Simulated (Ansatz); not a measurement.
# TaSi2N4 monolayer in a perpendicular field, part 3 of 3

Aim: how the TaSi2N4 monolayer screens a field along its normal, and what the field does to its bands. A positive field points along +c.

Ansatz 0.2.0; plane-wave DFT, PBE-D3(BJ), Ansatz PAW.

So far. Step 3 (Single point, field 0): The work function of the upper face is 5.28 eV. Step 4 (Single point, field 0.1 V/Å): The dipole is 0.0330 e·Å.

### Step 5. Single point, field -0.1 V/Å

File input.yaml:

```yaml
crystal:
  lattice:
    - [2.9505611541, 0.0, 0.0]
    - [-1.475280577, 2.5552609149, 0.0]
    - [0.0, 0.0, 25.0215092713]
  atoms:
    - { symbol: "N", position: [0.0, 0.0, 0.3596905328], spin: 0.01 }
    - { symbol: Si, position: [0.3333333333, 0.6666666667, 0.3798375388] }
    - { symbol: "N", position: [0.3333333333, 0.6666666667, 0.4497493179], spin: 0.01 }
    - { symbol: Ta, position: [0.0, 0.0, 0.5], spin: 0.23 }
    - { symbol: "N", position: [0.3333333333, 0.6666666667, 0.5502506821], spin: 0.01 }
    - { symbol: Si, position: [0.3333333333, 0.6666666667, 0.6201624612] }
    - { symbol: "N", position: [0.0, 0.0, 0.6403094672], spin: 0.01 }
magnetization:
  spin_polarized: true
kpoints:
  mp_grid: { grid: [18, 18, 1] }
  band_path:
    path: [[0, 0, 0], [0.5, 0, 0], [0.33333333, 0.33333333, 0], [0, 0, 0]]
    npoints: 16
hamiltonian:
  xc: pbe
  dispersion: d3bj
scf:
  occupations: { method: fermi_dirac, width: 0.02585 }
  convergence: { dr2_threshold: 1.0e-10 }
efield:
  axis: 3
  dipole_correction: true
  ramp_position: 0.9365
  ramp_width: 0.1271
  amplitude: -0.1
output:
  write_potential: true
  write_density: true
  volumetric_format: npy
```

On the command line:

```
ansatz run input.yaml --threads 2 --pin off --max-ram 3072MiB --backend cpu --events-out ev --progress --plain --runs-dir out
```

Numbers of over 12 decimals in the logs are rounded to 6 here.

The log of the run:

```text
[...]
Crystal: 7 atoms, lattice volume = 188.649 Å³
Basis set: ecut = 420 eV, 3611 PW (Γ)
Bands: 28, of which v1, the nominal top of the filled ones, is band 21 counted from 1 (20 counted from 0)
Symmetry: 6 space group operations
k-points: 37 of 324 (time reversal used)
[...]
Starting moments: Σ|m| = 0.27 μB on 5 of 7 sites
[...]
k-point 1 ↑: bands = [... 17 lower, -0.9379, -0.8097, -0.6642, 1.9724, 4.7530, 5.1030, 5.1582, 5.5258, ... 3 higher]
  k-point 2 ↑: bands = [... 17 lower, -1.0908, -0.9797, -0.6277, 1.8294, 4.6115, 5.1415, 5.2486, 5.9836, ... 3 higher]
  k-point 36 ↓: bands = [... 17 lower, -2.5501, -0.6408, 0.1398, 2.3201, 5.1861, 5.5379, 6.8603, 7.2166, ... 3 higher]
[key lines of the parts left out:]
SCF converged after 26 iterations
Magnetization: 0.7591 μB (20.8795 up, 20.1205 down)
Free energy (F): -12748.351529 eV
Fermi energy:    1.505775 eV
Dipole field:    D = -0.031673 V/Å  (p = -0.033021 e·Å, saw-weighted, corrected)
```

Run time: 2.3 min. Hardware: 2 threads of Arm Neoverse N1, shared host; peak memory 0.71 GiB; 4.5 min of CPU time.

The dipole is -0.0330 e·Å.

### Step 6. Response, atoms held

This step: plane-wave DFT, PBE-D3(BJ), Ansatz PAW; response to a field along the normal, atoms held (Ansatz 0.2.0).

The dipoles give the slope, and the difference of two potentials shows where the field is screened.

This step gave:

| Property | Result |
| --- | --- |
| equivalent conductor thickness p/(ε₀AE) | 7.925 Å |
| distance between the outer atoms | 7.022 Å |

Table of dipole of the cell by applied field:

| applied field (V/Å) | dipole of the cell (e·Å) |
| --- | --- |
| -0.1000 | -0.0330 |
| 0.0000 | 3.8e-7 |
| 0.1000 | 0.0330 |

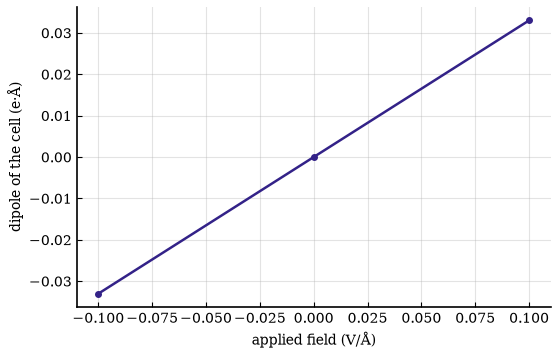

Dipole of the cell, plotted against applied field.

The total moment stays at 0.759 μB for applied field from -0.1 to 0.1 V/Å.

Local field over the applied field, running mean. From the potentials at -0.1 and 0.1 V/Å; running mean over 2.5 Å. The local field over applied field by z:

| z (Å) | local field over applied field |
| --- | --- |
| 5 | 0.998 |
| 6 | 0.982 |
| 7 | 0.862 |
| 8 | 0.555 |
| 9 | 0.280 |
| 10 | 0.170 |
| 11 | 0.133 |
| 12 | 0.0756 |
| 13 | 0.0747 |
| 14 | 0.132 |
| 15 | 0.169 |
| 16 | 0.275 |
| 17 | 0.548 |
| 18 | 0.857 |
| 19 | 0.981 |
| 20 | 0.998 |

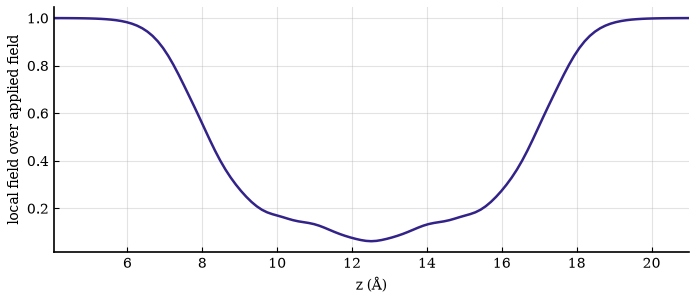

Local field over applied field, plotted against z.

The induced electron density oscillates, so the rows of the table below give means over windows of 2 Å about each position, cut where the curve ends. Its maxima inside the range that stand out by 2 % of the span (Å: e/Å³ per V/Å): 8.2: 0.00384, 9.2: 0.00121, 10.6: 0.00147, 11.4: 0.00109, 13.1: 8.2e-4, 14.0: -3.4e-4, 15.3: 0.00199, 16.1: -4.3e-4. Its minima: 8.9: 4.3e-4, 9.7: -0.00199, 11.0: 3.4e-4, 12.0: -8.2e-4, 13.6: -0.00109, 14.5: -0.00147, 15.8: -0.00121, 16.8: -0.00384.

Electrons, planar mean, per unit field. Table of induced electron density by z; means over each step:

| z (Å) | induced electron density (e/Å³ per V/Å) |
| --- | --- |
| 6 | 1.6e-4 |
| 8 | 0.00215 |
| 10 | 1.3e-4 |
| 12 | 1.3e-4 |
| 14 | -5.5e-4 |
| 16 | -8.5e-4 |
| 18 | -0.00117 |
| 20 | -1.7e-5 |

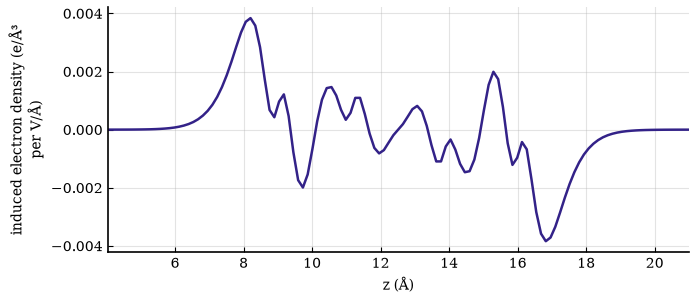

Induced electron density against z.

By hand: between -0.1 and 0.1 V/Å the dipole changes by 0.06604 e·Å, a slope of 0.3302 e·Å²/V. A perfect conductor of thickness t has p = ε₀AEt, so t = 180.95 × 0.3302 / 7.539 = 7.93 Å (e/ε₀ = 180.95 V·Å, A in Å²).

The induced dipole is that of a conductor 7.93 Å thick.

### Step 7. Outcome

```json
{"gap without field": "none", "work function, upper face": "5.28 eV", "equivalent conductor thickness, atoms held": "7.93 Å"}
```

What this shows: The induced dipole equals that of a perfect conductor 7.93 Å thick, while the outer atoms lie 7.02 Å apart. There is no gap over 0.03 eV, with or without the field. For an open d or f shell that can be the fault of a semilocal functional without a Hubbard term. The magnetic order is the one reached from the typed start; other orders were not compared. Spin-orbit coupling is left out, which matters for the bands of elements this heavy. The outer anions sit over the metal atoms, one of several polytypes of such layers and not the lowest for every compound.

[Logs are printed without paths, hosts, clocks, repeated set-up lines and the standing remarks that a program may print on its own settings, such as how far it seeks lower states.]

[Hosts, paths, dates, database ids (printed as entryN), source tags and the programs' standing remarks are cut or masked in the printed files.]

[Maps of the electrostatic potential energy from Ansatz leave out the sawtooth potential of an applied field or a dipole correction, so their vacuum need not be flat; planar profiles and work functions include it.]
